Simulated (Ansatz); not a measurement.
## BSiNH$_{5}$F$_{3}$: geometry relaxation (part 1 of 2)

System: BSiNH$_{5}$F$_{3}$, SMILES F[B-](F)(F)[NH2+][SiH3].
Method: RKS PBE0-D4/def2-TZVP (Ansatz 0.2.0).

The geometry: PBE-D4/def2-SVP start. Figures and captions count atoms from 1; the log counts them from 0 in places.

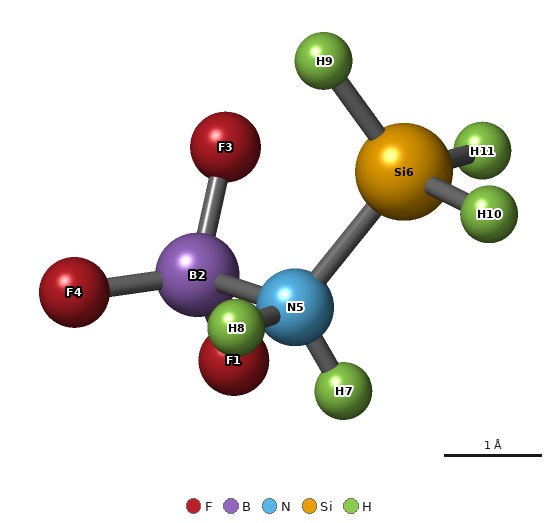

Fig. 1: The structure as given in the input (ball-and-stick view, seen at a tilt; atoms are numbered from 1 in the order of the input).

## Results in brief

- outcome: converged
- total energy: −18273.3034 eV
- mean-field energy: −18273.1189 eV
- dispersion energy: −0.1845 eV
- SCF solution under orbital rotations: stable
- largest force (length of the vector) at the end: 0.005 eV/Å
- dipole moment: 5.76 D
- hardware: 4 threads of Arm Neoverse V1, 23 GiB of memory available, shared host
- wall time: 82 s (CPU time 5.1 min)
- peak memory: 0.63 GiB

## Input file
```yaml
crystal:
  periodic: [false, false, false]
  atoms:
    - {symbol: F, position_ang: [-1.510176, -1.832404, -0.260413]}
    - {symbol: B, position_ang: [-0.202587, -1.466529, -0.023083]}
    - {symbol: F, position_ang: [0.076051, -1.240877, 1.326188]}
    - {symbol: F, position_ang: [0.739127, -2.249545, -0.655499]}
    - {symbol: N, position_ang: [-0.044995, 0.068049, -0.727403]}
    - {symbol: Si, position_ang: [0.243875, 1.353663, 0.555462]}
    - {symbol: H, position_ang: [-0.904128, 0.233664, -1.273057]}
    - {symbol: H, position_ang: [0.730051, 0.005505, -1.404855]}
    - {symbol: H, position_ang: [1.563927, 1.069091, 1.185186]}
    - {symbol: H, position_ang: [0.300666, 2.664077, -0.179776]}
    - {symbol: H, position_ang: [-0.926412, 1.338204, 1.477650]}
basis:
  gaussian: {orbitals: def2-TZVP}
hamiltonian: {xc: pbe0, dispersion: d4}
relax: {f_tol: 0.005, max_steps: 150}
```

Run as:
```bash
ansatz run in.yaml --threads 4 --pin off --events-out ev --progress --plain --max-ram 10444MiB
```

## What the program printed
```
Functional definition: PBE0
  name "PBE0"
  cite "Adamo & Barone, J. Chem. Phys. 110, 6158 (1999) doi:10.1063/1.478522"
  cite "Perdew, Burke & Ernzerhof, Phys. Rev. Lett. 77, 3865 (1996) doi:10.1103/PhysRevLett.77.3865"
  parent pbe
  parameter a = 0.25
  parameter kappa = 0.804
  parameter beta = 0.06672455060314922
  exchange = (1 - a)*pbe_x(kappa = kappa, mu = beta*pi^2/3) + a*exact_x
  correlation = pbe_c(beta = beta)
1280 factors; their error is unknown
mean field evaluation 1: about -18266.8040 eV, gradient 6.4e1 eV
mean field evaluation 2: about -18262.5502 eV, gradient 8.1e1 eV
mean field evaluation 4: about -18273.0060 eV, gradient 1.3e0 eV
mean field evaluation 8: about -18273.0713 eV, gradient 3.1e-2 eV
mean field -18273.07134837 eV, -671.5229861200 hartree, gradient 5.9e-5 eV, S^2 0.000000; 0 other end points of the search recorded, 0 dependent functions left out
the calculation of the forces begins
reference -18273.07138399 eV, -671.5229874289 hartree; 29, 29 occupied and 193, 193 virtual orbitals, 1280 factors
relax step   1: F+E_penalty+E_count = -18273.25417006 eV  Δ(F+E_penalty+E_count) = +0.000e0 eV  max|allowed force component| = 5.534e-1 eV/Å  Δτ_max = 0.0000 Å  (26 SCF iters, accepted)
these checks for a lower state are left out or cut short: starts, cluster_reference, orbital_swaps, neighbouring_geometries, increment
1280 factors; their error is unknown
mean field evaluation 16: about -18273.0375 eV, gradient 1.7e0 eV
mean field -18273.10619713 eV, -671.5242667883 hartree, gradient 1.4e-5 eV, S^2 0.000000; 0 other end points of the search recorded, 0 dependent functions left out
[... from here on the field's lines of each further geometry are left out, up to the last ...]
relax step   2: F+E_penalty+E_count = -18273.28961368 eV  Δ(F+E_penalty+E_count) = -3.544e-2 eV  max|allowed force component| = 2.487e-1 eV/Å  Δτ_max = 0.0216 Å  (32 SCF iters, accepted)
relax step   3: F+E_penalty+E_count = -18273.29487522 eV  Δ(F+E_penalty+E_count) = -5.262e-3 eV  max|allowed force component| = 4.644e-2 eV/Å  Δτ_max = 0.0135 Å  (32 SCF iters, accepted)
relax step   4: F+E_penalty+E_count = -18273.29505185 eV  Δ(F+E_penalty+E_count) = -1.766e-4 eV  max|allowed force component| = 2.070e-2 eV/Å  Δτ_max = 0.0046 Å  (32 SCF iters, accepted)
relax step   5: F+E_penalty+E_count = -18273.29515882 eV  Δ(F+E_penalty+E_count) = -1.070e-4 eV  max|allowed force component| = 1.221e-2 eV/Å  Δτ_max = 0.0069 Å  (32 SCF iters, accepted)
relax step   6: F+E_penalty+E_count = -18273.29526046 eV  Δ(F+E_penalty+E_count) = -1.016e-4 eV  max|allowed force component| = 1.561e-2 eV/Å  Δτ_max = 0.0111 Å  (31 SCF iters, accepted)
relax step   7: F+E_penalty+E_count = -18273.29546729 eV  Δ(F+E_penalty+E_count) = -2.068e-4 eV  max|allowed force component| = 2.941e-2 eV/Å  Δτ_max = 0.0277 Å  (30 SCF iters, accepted)
relax step   8: F+E_penalty+E_count = -18273.29544161 eV  Δ(F+E_penalty+E_count) = +2.568e-5 eV  max|allowed force component| = 1.475e-1 eV/Å  Δτ_max = 0.0810 Å  (30 SCF iters, rejected (line search))
relax step   9: F+E_penalty+E_count = -18273.29598970 eV  Δ(F+E_penalty+E_count) = -5.224e-4 eV  max|allowed force component| = 4.202e-2 eV/Å  Δτ_max = 0.0394 Å  (30 SCF iters, accepted)
relax step  10: F+E_penalty+E_count = -18273.29637554 eV  Δ(F+E_penalty+E_count) = -3.858e-4 eV  max|allowed force component| = 9.939e-2 eV/Å  Δτ_max = 0.0434 Å  (30 SCF iters, accepted)
relax step  11: F+E_penalty+E_count = -18273.29683747 eV  Δ(F+E_penalty+E_count) = -4.619e-4 eV  max|allowed force component| = 1.178e-1 eV/Å  Δτ_max = 0.0250 Å  (31 SCF iters, accepted)
relax step  12: F+E_penalty+E_count = -18273.29791047 eV  Δ(F+E_penalty+E_count) = -1.073e-3 eV  max|allowed force component| = 1.994e-1 eV/Å  Δτ_max = 0.0787 Å  (30 SCF iters, accepted)
relax step  13: F+E_penalty+E_count = -18273.29895084 eV  Δ(F+E_penalty+E_count) = -1.040e-3 eV  max|allowed force component| = 1.523e-1 eV/Å  Δτ_max = 0.0232 Å  (30 SCF iters, accepted)
relax step  14: F+E_penalty+E_count = -18273.30116420 eV  Δ(F+E_penalty+E_count) = -2.213e-3 eV  max|allowed force component| = 8.279e-2 eV/Å  Δτ_max = 0.0790 Å  (30 SCF iters, accepted)
relax step  15: F+E_penalty+E_count = -18273.29675643 eV  Δ(F+E_penalty+E_count) = +4.408e-3 eV  max|allowed force component| = 4.265e-1 eV/Å  Δτ_max = 0.1675 Å  (28 SCF iters, rejected (line search))
relax step  16: F+E_penalty+E_count = -18273.29674262 eV  Δ(F+E_penalty+E_count) = +4.422e-3 eV  max|allowed force component| = 1.955e-1 eV/Å  Δτ_max = 0.0526 Å  (29 SCF iters, rejected (line search))
relax step  17: F+E_penalty+E_count = -18273.30207240 eV  Δ(F+E_penalty+E_count) = -9.082e-4 eV  max|allowed force component| = 2.812e-2 eV/Å  Δτ_max = 0.0263 Å  (30 SCF iters, accepted)
relax step  18: F+E_penalty+E_count = -18273.30299180 eV  Δ(F+E_penalty+E_count) = -9.194e-4 eV  max|allowed force component| = 4.273e-2 eV/Å  Δτ_max = 0.0703 Å  (29 SCF iters, accepted)
relax step  19: F+E_penalty+E_count = -18273.30325103 eV  Δ(F+E_penalty+E_count) = -2.592e-4 eV  max|allowed force component| = 3.271e-2 eV/Å  Δτ_max = 0.0429 Å  (29 SCF iters, accepted)
relax step  20: F+E_penalty+E_count = -18273.30332901 eV  Δ(F+E_penalty+E_count) = -7.798e-5 eV  max|allowed force component| = 1.256e-2 eV/Å  Δτ_max = 0.0053 Å  (32 SCF iters, accepted)
the calculation of the forces begins
reference -18273.11888509 eV, -671.5247330623 hartree; 29, 29 occupied and 193, 193 virtual orbitals, 1280 factors
relax step  21: F+E_penalty+E_count = -18273.30334672 eV  Δ(F+E_penalty+E_count) = -1.771e-5 eV  max|allowed force component| = 4.148e-3 eV/Å  Δτ_max = 0.0016 Å  (21 SCF iters, accepted)
1280 factors; their error is unknown
mean field evaluation 160: about -18273.0524 eV, gradient 1.1e0 eV
```

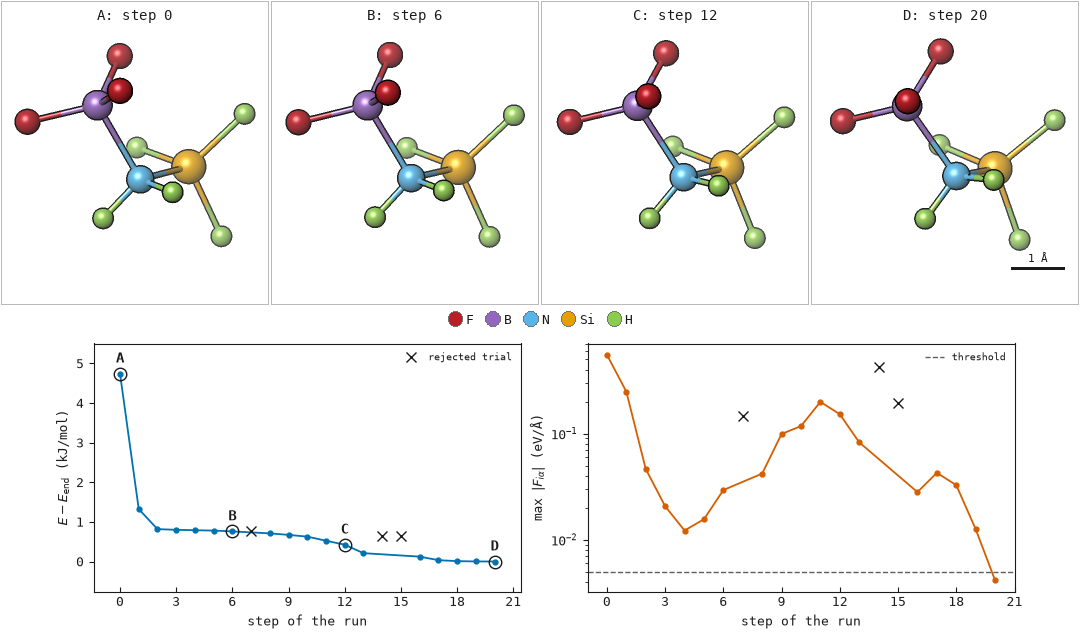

Fig. 2: Frames of the relaxation (ball-and-stick view, seen at a tilt) above the curves, on which the letters mark them (the first geometry is step 0 here and step 1 in the log).

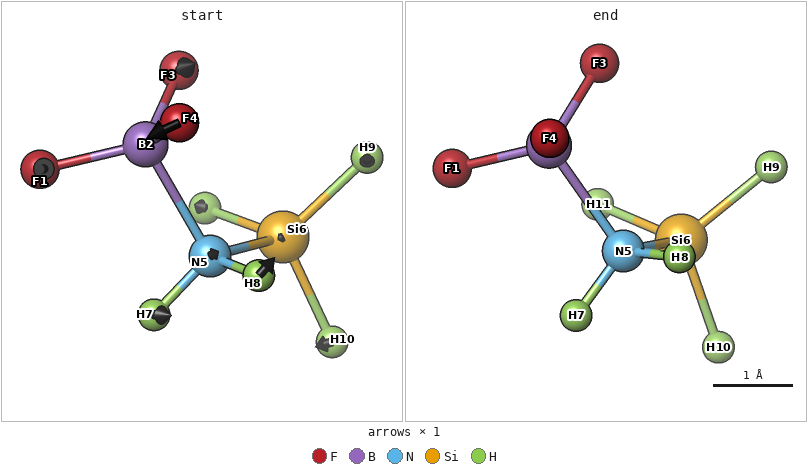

Fig. 3: Before (left) and after (right) the relaxation, at one scale (ball-and-stick view, seen at a tilt). The black arrows give the displacements, at true length. F4 moves most after the best rigid fit: 0.47 Å. By element the largest moves are F 0.47 Å, H 0.32 Å, N 0.15 Å, Si 0.09 Å, B 0.03 Å. Among the contacts that change: N5–Si6 1.839 → 1.810 Å, B2–N5 1.696 → 1.675 Å, Si6–H10 1.504 → 1.484 Å, B2–F3 1.396 → 1.378 Å. Over 20 geometry steps the energy falls by 4.74 kJ/mol. Largest force component: 0.55 eV/Å at the start, 0.0041 eV/Å at the end. The line search rejected the trial steps at points 7, 14, 15 (counted from 0) and went back. (Atoms are counted from 1 in the order of the input.)

```
mean field -18273.11884920 eV, -671.5247317434 hartree, gradient 1.7e-5 eV, S^2 0.000000; 1 other end points of the search recorded, 0 dependent functions left out
the calculation of the forces begins
reference -18273.11888509 eV, -671.5247330623 hartree; 29, 29 occupied and 193, 193 virtual orbitals, 1280 factors
Total energy: -18273.30338261 eV, -671.5315132208 hartree
Atom 0 at    -1.587373    -1.500868     0.055003 Å, force    -0.003926     0.000490    -0.000022 eV/Å
Atom 1 at    -0.221757    -1.445079    -0.019553 Å, force     0.001337     0.000775     0.004148 eV/Å
Atom 2 at     0.392666    -1.381104     1.212221 Å, force     0.000103     0.000721    -0.000677 eV/Å
Atom 3 at     0.333096    -2.365582    -0.863177 Å, force     0.002176    -0.002030    -0.004005 eV/Å
Atom 4 at     0.099678     0.046373    -0.711436 Å, force     0.001047    -0.000017    -0.000333 eV/Å
Atom 5 at     0.159359     1.356711     0.535825 Å, force    -0.001344    -0.000359     0.000363 eV/Å
Atom 6 at    -0.619106     0.208456    -1.412318 Å, force    -0.000281    -0.000238     0.000641 eV/Å
Atom 7 at     0.982064    -0.036738    -1.210853 Å, force     0.000497    -0.000656     0.000202 eV/Å
Atom 8 at     1.466582     1.249273     1.208755 Å, force     0.000694     0.000690    -0.001098 eV/Å
Atom 9 at     0.059517     2.642234    -0.199499 Å, force     0.000425    -0.000501     0.001041 eV/Å
Atom 10 at    -0.999326     1.169222     1.425433 Å, force    -0.000729     0.001126    -0.000258 eV/Å
Dipole moment:     0.235302     1.098927    -0.417416 e Å
```

## Trajectory as extended XYZ (Å, eV, eV/Å), 21 frames, from step=1 to step=21
```
11
Properties=species:S:1:pos:R:3:forces:R:3 step=1 energy=-18273.25417
F    -1.5102   -1.8324   -0.2604    0.5083   0.1083   0.1131
B    -0.2026   -1.4665   -0.0231    0.0211   0.0310   0.0533
F     0.0761   -1.2409    1.3262   -0.1240  -0.1483  -0.5534
F     0.7391   -2.2495   -0.6555   -0.3796   0.2735   0.2689
N    -0.0450    0.0680   -0.7274    0.0019   0.0491  -0.1729
Si    0.2439    1.3537    0.5555   -0.0428  -0.0983  -0.2573
H    -0.9041    0.2337   -1.2731    0.5061  -0.0378   0.3294
H     0.7301    0.0055   -1.4049   -0.4400   0.0915   0.4031
H     1.5639    1.0691    1.1852   -0.2929   0.0405  -0.1300
H     0.3007    2.6641   -0.1798   -0.0165  -0.2882   0.1423
H    -0.9264    1.3382    1.4776    0.2585  -0.0212  -0.1964
11
Properties=species:S:1:pos:R:3:forces:R:3 step=2 energy=-18273.28961
F    -1.5017   -1.8249   -0.2573    0.1846   0.0615   0.0280
B    -0.2014   -1.4580   -0.0231    0.0164  -0.0122   0.0795
F     0.0748   -1.2475    1.3206   -0.0510  -0.0492  -0.2487
F     0.7322   -2.2411   -0.6517   -0.1382   0.1210   0.0842
N    -0.0431    0.0691   -0.7181    0.0158   0.0468   0.0484
Si    0.2425    1.3516    0.5472   -0.0369  -0.1422  -0.1602
H    -0.8914    0.2424   -1.2583    0.1238  -0.0134   0.0905
H     0.7248    0.0165   -1.3884   -0.1073   0.0186   0.1093
H     1.5477    1.0623    1.1742   -0.0633   0.0265  -0.0268
H     0.2963    2.6459   -0.1880   -0.0039  -0.0689   0.0377
H    -0.9153    1.3265    1.4633    0.0600   0.0114  -0.0419
11
Properties=species:S:1:pos:R:3:forces:R:3 step=3 energy=-18273.29487
F    -1.4982   -1.8156   -0.2591   -0.0201  -0.0114  -0.0010
B    -0.2009   -1.4555   -0.0229    0.0088   0.0183   0.0190
F     0.0751   -1.2551    1.3155   -0.0020  -0.0127  -0.0098
F     0.7273   -2.2335   -0.6560    0.0081  -0.0186  -0.0090
N    -0.0414    0.0669   -0.7100    0.0124   0.0464   0.0452
Si    0.2407    1.3457    0.5425   -0.0066  -0.0239  -0.0350
H    -0.8859    0.2424   -1.2483   -0.0144  -0.0014  -0.0078
H     0.7246    0.0173   -1.3769    0.0142  -0.0036  -0.0080
H     1.5434    1.0675    1.1705    0.0052  -0.0007   0.0083
H     0.2927    2.6341   -0.1935   -0.0014   0.0093  -0.0103
H    -0.9121    1.3286    1.4585   -0.0042  -0.0018   0.0086
11
Properties=species:S:1:pos:R:3:forces:R:3 step=4 energy=-18273.29505
F    -1.4993   -1.8151   -0.2586   -0.0066   0.0027  -0.0054
B    -0.2010   -1.4561   -0.0232    0.0030  -0.0080   0.0207
F     0.0762   -1.2595    1.3150    0.0010  -0.0025  -0.0046
F     0.7253   -2.2353   -0.6583    0.0007  -0.0010  -0.0099
N    -0.0402    0.0678   -0.7082    0.0034   0.0107   0.0084
Si    0.2404    1.3469    0.5416   -0.0012   0.0026  -0.0053
H    -0.8847    0.2429   -1.2472   -0.0037  -0.0035  -0.0046
H     0.7264    0.0178   -1.3747    0.0042  -0.0036  -0.0026
H     1.5427    1.0700    1.1717    0.0020   0.0016   0.0024
H     0.2912    2.6346   -0.1969   -0.0009   0.0009  -0.0013
H    -0.9117    1.3291    1.4590   -0.0018   0.0001   0.0022
11
Properties=species:S:1:pos:R:3:forces:R:3 step=5 energy=-18273.29516
F    -1.5013   -1.8124   -0.2576    0.0020   0.0040  -0.0013
B    -0.2013   -1.4577   -0.0231   -0.0004  -0.0102   0.0110
F     0.0791   -1.2657    1.3145    0.0017   0.0004  -0.0036
F     0.7216   -2.2374   -0.6633   -0.0047   0.0030  -0.0038
N    -0.0384    0.0678   -0.7059   -0.0004  -0.0010  -0.0102
Si    0.2398    1.3488    0.5411    0.0011   0.0122   0.0060
H    -0.8823    0.2417   -1.2466    0.0038  -0.0033  -0.0011
H     0.7292    0.0166   -1.3716   -0.0015  -0.0014   0.0027
H     1.5421    1.0749    1.1732   -0.0008   0.0007  -0.0008
H     0.2889    2.6356   -0.1996   -0.0008  -0.0031   0.0026
H    -0.9120    1.3306    1.4593    0.0000  -0.0013  -0.0015
```
